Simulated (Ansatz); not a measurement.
# One shape, several levels: doublet CH3BFNO+

Wanted: a comparison of 3 runs (UHF/6-31G*, U-wB97X/6-31G*, RPA@PBE/6-31G*) of doublet CH3BFNO+. 

The results are computed with Ansatz 0.2.0.

151 further runs of the same task are left out: 151 set aside as unsound or not needed.

### 1 The structure to begin with

CH3BFNO+ has 8 atoms, charge +1, and is taken as a doublet. As SMILES of the parent species, `NC1(F)BO1`. The coordinates come from a PBE0-D4/def2-TZVP relaxation. This is one conformer, not always the lowest. That shape belongs to the parent species and isn't relaxed for this state.

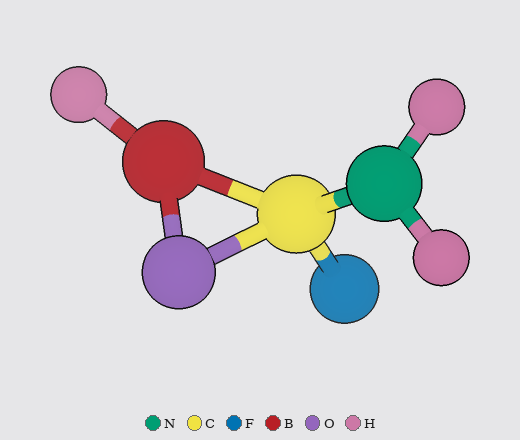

The structure, seen from a chosen angle (nitrogen teal, carbon yellow, fluorine blue, boron red, oxygen purple, hydrogen pink).

### 2 A single-point energy at UHF/6-31G(d) (spherical functions) (run 1)

run.yaml reads:

```yaml
crystal:
  periodic: [false, false, false]
  atoms:
    - {symbol: N, position_ang: [-0.431000, 1.148400, 0.184600]}
    - {symbol: C, position_ang: [0.054100, -0.061200, -0.289600]}
    - {symbol: F, position_ang: [0.122100, -0.132700, -1.658300]}
    - {symbol: B, position_ang: [0.337600, -1.307200, 0.515100]}
    - {symbol: O, position_ang: [1.346900, -0.473000, 0.255300]}
    - {symbol: H, position_ang: [-1.439500, 1.170100, 0.211400]}
    - {symbol: H, position_ang: [-0.075300, 1.941600, -0.336200]}
    - {symbol: H, position_ang: [0.177200, -2.343100, 1.061900]}
basis:
  gaussian:
    orbitals: 6-31G_st_-spherical.json
total_charge: 1
magnetization:
  spin_polarized: true
  initial_magnetization: 1
hamiltonian:
  xc: hf
accuracy: high
output:
  orbitals: {seedname: orbitals}
```

The basis set 6-31G* is read from a file made from the Basis Set Exchange's data (not shown).

On the command line:

```console
ansatz run run.yaml --threads 1 --pin off --max-ram 3480MiB --events-out events.jsonl --progress --plain --runs-dir runs
```

Standard output:

```text
Warning: RAYON_NUM_THREADS=1 ignored (pool sized by the plan → 1); use --threads N
Functional definition: HF
  name "HF"
  exchange = exact_x
  correlation = 0
1806 factors; integrals over basis functions are off by at most 3.0e-9 eV
mean field evaluation 1: about -7956.9348 eV, gradient 3.9e1 eV
mean field evaluation 2: about -7956.9430 eV, gradient 3.9e1 eV
mean field evaluation 4: about -7963.3595 eV, gradient 4.0e0 eV
mean field evaluation 8: about -7963.5602 eV, gradient 3.8e-1 eV
mean field evaluation 16: about -7963.5669 eV, gradient 3.5e-8 eV
mean field evaluation 32: about -7962.0891 eV, gradient 4.1e0 eV
mean field -7964.01075188 eV, -292.6719969313 hartree, gradient 2.0e-8 eV, S^2 0.760232; 1 other end points of the search recorded, 0 dependent functions left out
reference -7964.01075188 eV, -292.6719969313 hartree; 19, 18 occupied and 57, 58 virtual orbitals, 1806 factors
Total energy: -7964.01075188 eV, -292.6719969313 hartree
```

Wall time 5.1 s (1 thread of Arm Neoverse V2, shared host); peak memory 0.24 GiB.

### 3 A single-point energy at U-wB97X/6-31G(d) (spherical functions) (run 2)

input.yaml reads:

```yaml
crystal:
  periodic: [false, false, false]
  atoms:
    - {symbol: N, position_ang: [-0.431000, 1.148400, 0.184600]}
    - {symbol: C, position_ang: [0.054100, -0.061200, -0.289600]}
    - {symbol: F, position_ang: [0.122100, -0.132700, -1.658300]}
    - {symbol: B, position_ang: [0.337600, -1.307200, 0.515100]}
    - {symbol: O, position_ang: [1.346900, -0.473000, 0.255300]}
    - {symbol: H, position_ang: [-1.439500, 1.170100, 0.211400]}
    - {symbol: H, position_ang: [-0.075300, 1.941600, -0.336200]}
    - {symbol: H, position_ang: [0.177200, -2.343100, 1.061900]}
basis:
  gaussian:
    orbitals: 6-31G_st_-spherical.json
total_charge: 1
hamiltonian:
  xc: {name: wB97X}
accuracy: high
output: {orbitals: {seedname: orbitals}}
magnetization:
  spin_polarized: true
  initial_magnetization: 1
```

The basis set 6-31G* is read from a file made from the Basis Set Exchange's data (not shown).

On the command line:

```console
ansatz run input.yaml --threads 1 --pin off --max-ram 3480MiB --events-out events.jsonl --progress --plain --runs-dir runs
```

Standard output (excerpt; [...] marks lines left out):

```text
Warning: RAYON_NUM_THREADS=1 ignored (pool sized by the plan → 1); use --threads N
Functional definition: wB97X
  name "wB97X"
[...]
      + exact_x_lr(omega)
[...]
      + integral(e_c_pw_opposite_spin*poly(b97_u_opposite, 1, cos1, cos2, cos3, cos4))
1806 factors; integrals over basis functions are off by at most 3.0e-9 eV
305 factors; integrals over basis functions are off by at most 2.4e-9 eV
[...]
mean field -8002.92296089 eV, -294.1019942367 hartree, gradient 1.8e-8 eV, S^2 0.756794; 2 other end points of the search recorded, 0 dependent functions left out
reference -8002.92295911 eV, -294.1019941713 hartree; 19, 18 occupied and 57, 58 virtual orbitals, 1806 factors
Total energy: -8002.92295911 eV, -294.1019941713 hartree
```

It took 70 s on 1 thread of Arm Neoverse V2, shared host; peak memory 0.69 GiB.

### 4 A single-point energy at RPA@PBE/6-31G(d) (spherical functions) (run 3)

Changes to run.yaml since step 2:

```diff
@@ -3,3 +3,3 @@
   atoms:
-    - {symbol: N, position_ang: [-0.431000, 1.148400, 0.184600]}
+    - {symbol: "N", position_ang: [-0.431000, 1.148400, 0.184600]}
     - {symbol: C, position_ang: [0.054100, -0.061200, -0.289600]}
@@ -14,3 +14,6 @@
     orbitals: 6-31G_st_-spherical.json
-total_charge: 1
+correlation:
+  method: rpa
+  frozen_orbitals: {B: 1, C: 1, F: 1, H: 0, "N": 1, O: 1}
+accuracy: high
 magnetization:
@@ -18,6 +21,4 @@
   initial_magnetization: 1
+total_charge: 1
 hamiltonian:
-  xc: hf
-accuracy: high
-output:
-  orbitals: {seedname: orbitals}
+  xc: {name: PBE}
```

The basis set 6-31G* is read from a file made from the Basis Set Exchange's data (not shown).

On the command line:

```console
ansatz run run.yaml --threads 1 --pin off --max-ram 3480MiB --events-out events.jsonl --progress --plain --runs-dir runs
```

Standard output (excerpt; [...] marks lines left out):

```text
Warning: RAYON_NUM_THREADS=1 ignored (pool sized by the plan → 1); use --threads N
Functional definition: PBE
  name "PBE"
[...]
1806 factors; integrals over basis functions are off by at most 3.0e-9 eV
[...]
mean field -7996.57824843 eV, -293.8688303544 hartree, gradient 2.5e-8 eV, S^2 0.751682; 3 other end points of the search recorded, 0 dependent functions left out
5 core orbitals not correlated: weight in the atoms' cores, before any rotation towards them, 1.000 or more for the frozen orbitals, at most 0.000 for the correlated occupied ones
reference -7961.72989359 eV, -292.5881769350 hartree; 14, 13 occupied and 57, 58 virtual orbitals, 1806 factors
Total energy: -7991.64032882 eV, -293.6873651557 hartree
```

It took 25 s on 1 thread of Arm Neoverse V2, shared host; peak memory 0.4 GiB.

### 5 Overview of the runs

```
run                                 level  frozen core orbitals  energy (Eh)  HOMO energy (eV)  LUMO energy (eV)   ⟨S²⟩  wall time
  1      UHF/6-31G* (spherical functions)                     –  -292.671997            -17.98             -7.43  0.760      5.1 s
  2  U-wB97X/6-31G* (spherical functions)                     –  -294.101994            -17.25            -10.70  0.757       70 s
  3  RPA@PBE/6-31G* (spherical functions)                     5  -293.687365                 –                 –  0.752       25 s
```

### 6 Summary of results

```
                                quantity          value
                     run 3: total energy  -293.68737 Eh
 run 3: RPA correlation energy (valence)    -1099.2 mEh
run 3: ⟨S²⟩ of the reference determinant          0.752
```

All runs together took 100 s, the longest 70 s.
